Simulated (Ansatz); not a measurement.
## WSi2: pressure series

The reference is WSi2 (space group P6_222, No. 180; a = 4.5758 Å, c = 6.6034 Å; a cell from a computed database, its experimental status unchecked).

Cell and atoms are relaxed at each pressure.

Method: Ansatz (a first-principles code), PBEsol, PAW, cutoff 420 eV, no spin-orbit coupling.

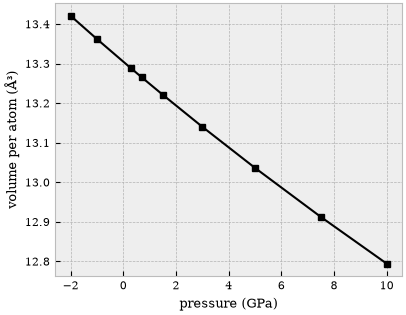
Figure. Volume against pressure

Q: Estimate the zero-pressure bulk modulus from the plot.

A: About 230 GPa; a third-order Birch–Murnaghan fit to the points gives V₀ = 13.30 Å³/atom, B₀ = 235 GPa and B₀′ = 4.4.

The mesh was chosen for an insulator and is coarse for the gapless case. Load acts through the strain it causes; cell and atoms are relaxed under it. Whether these cells are dynamically stable was not tested. Competing high-pressure phases were not computed. All final runs are without spin polarisation.
